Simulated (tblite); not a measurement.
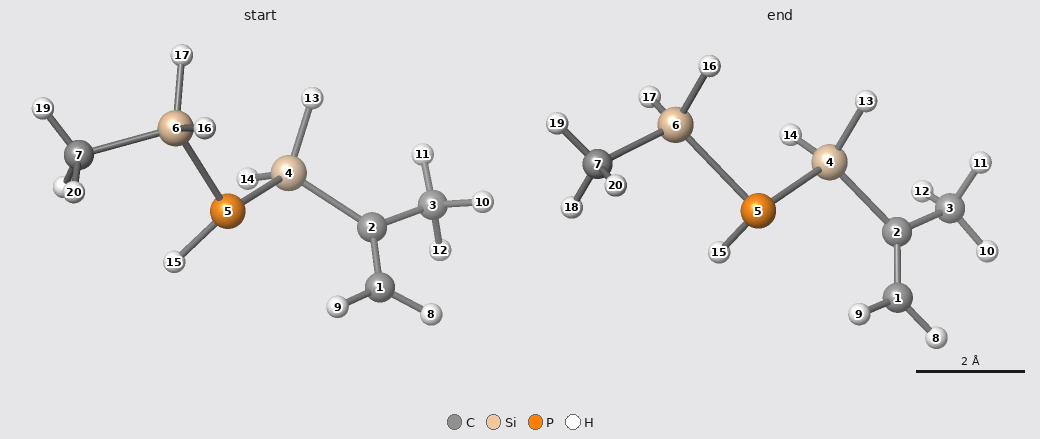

The structure of C$_{4}$H$_{13}$PSi$_{2}$ before (left) and after (right) a relaxation, at one scale.

A ball-and-stick model, seen at a tilt.

Level of theory: GFN2-xTB geometry optimisation, gas phase (tblite 0.8.0). 

### Describe what moved and what it gained.

After 274 geometry steps the energy has fallen by 0.711 eV. H17 moves most after the best rigid fit: 1.84 Å. By element the largest moves are H 1.84 Å, Si 0.70 Å, P 0.42 Å, C 0.27 Å. Near-neighbour distances that change, for instance: P5–H15 1.460 → 1.380 Å, P5–Si6 2.168 → 2.235 Å, Si4–P5 2.184 → 2.231 Å, C3–H12 1.133 → 1.089 Å. Among the angles between lasting bonds that change: Si4–P5–Si6 115.3° → 100.8°, Si6–P5–H15 109.7° → 95.6°, Si4–P5–H15 107.3° → 95.8°. Groups turn about C2–C3 by about 55°, P5–Si6 by about 55°, Si4–P5 by about 35°. The run took 13 s on 1 thread of Intel(R) Xeon(R) Processor @ 2.50GHz, on a shared host.
